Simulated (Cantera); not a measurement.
A closed system holds: 1 mol MgSO4, 0.41 mol H2, equilibrated at 8.40 bar.

These are equilibrium values from Cantera (NASA tables, ideal gas, pure condensed phases), not measurements of a reactor. Candidate condensed phases: H2O, H2SO4, Mg, MgO, Mg(OH)2, MgS, MgSO4, S; 26 gas species. Mutual solubility and eutectic melting of coexisting phases are not modelled. Gases not in the tables: S3 to S7. Kinetics and transport are ignored.

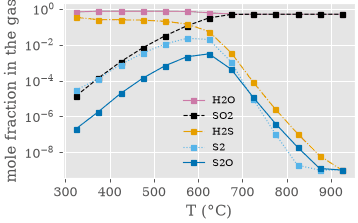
Figure. Equilibrium gas composition (values under 1e-9 drawn at 1e-9)

At 325 °C the condensed part is Mg(OH)2(s) + MgSO4(s). From 375 °C to 925 °C the condensed part is MgO(s) + MgSO4(s).
